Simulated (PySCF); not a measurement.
**BCl₃Cu, charge +1, SMILES `[Cu+].ClB(Cl)Cl`: what the electrons do**

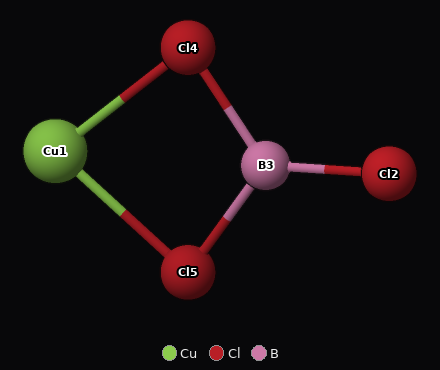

The molecule, with its atoms numbered as below.

Coordinates in Å:

```
Cu1     -1.7591    0.0004    0.0039
Cl2      2.6868    0.0004    0.0059
B3       1.0346   -0.0048   -0.0138
Cl4      0.0054    1.4530   -0.0043
Cl5      0.0043   -1.4527   -0.0043
```

Part 1: Bonding charge

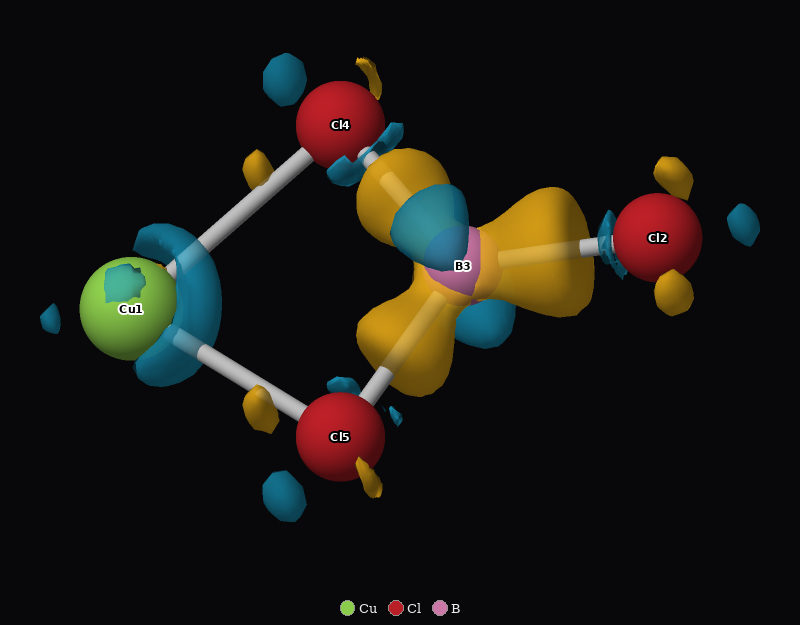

Deformation density (molecule less spherical, spin-averaged free atoms at the same positions), surfaces at ±0.1 e/Å³; yellow: gain, teal: loss.

Level of theory: PBE/def2-SVPD (PySCF), at an unrelaxed start geometry of a pair search. This is a single-reference result, which may miss multireference character in this system.

> Describe the bonding that the map shows.

Cl2–B3: +0.34 e/Å³ at the bond critical point (bond length 1.65 Å). B3–Cl5 and B3–Cl4: +0.19 e/Å³ at the bond critical point (bond length 1.78 Å). Cu1–Cl5 and Cu1–Cl4: 0.00 e/Å³ at the bond critical point (bond length 2.29 Å). In all, 0.7 electrons gather in the regions of gain relative to the promolecule of neutral atoms (the regions of loss give up this much and the cation's charge besides). A small or negative value marks a very polar bond, one between electron-rich atoms, whose free-atom densities already overlap strongly, a long bond to a heavier atom, or a closed-shell contact such as a hydrogen bond.

> Where do the Hirshfeld charges lie?

The highest Hirshfeld charge is on Cu1 (+0.55 e), the lowest on Cl4 and Cl5 (+0.08 e).

Part 2: Bond critical points

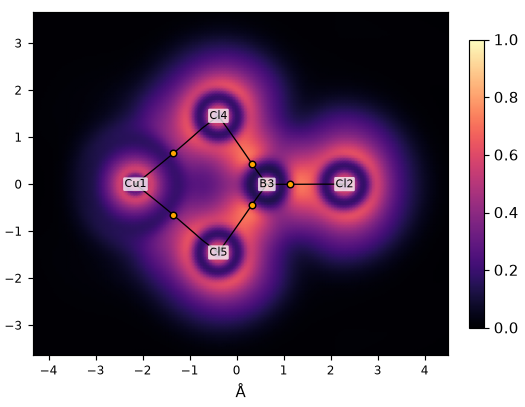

Localised orbital locator (LOL) in the molecular plane, with bond paths and bond critical points (dots).

> What values does LOL take at the bond critical points in this plane?

B3–Cl5 and B3–Cl4: about 0.47; Cl2–B3: about 0.45; Cu1–Cl5 and Cu1–Cl4: about 0.29. Values above 0.5 mark slow, localised electrons, as in shared pairs; low values at a critical point mark a polar or closed-shell contact whose critical point lies between the shells.

> Where along Cl2–B3 does the critical point lie?

1.15 Å from Cl2 and 0.50 Å from B3.

Part 3: Local ionisation energy

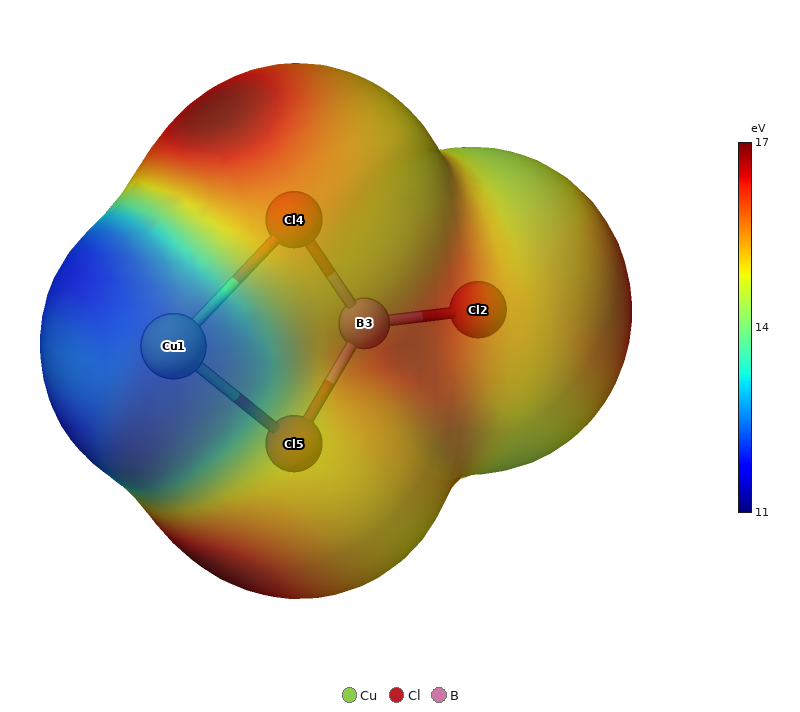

Average local ionisation energy on the surface of electron density 0.001 a.u.

> Where are the most loosely bound electrons on this surface?

The lowest value is 11.8 eV, 1.7 Å from Cu1, and at like points elsewhere. Further minima include 14.4 eV, 2.1 Å from Cl2; 14.4 eV, 2.1 Å from Cl2; 14.9 eV, off the molecular plane, over Cl5 (2.0 Å), and at like points elsewhere. For comparison, the highest occupied orbital lies at −10.9 eV.

The PySCF run shown took 26 s on 1 thread of Arm Neoverse V2, on a shared host.
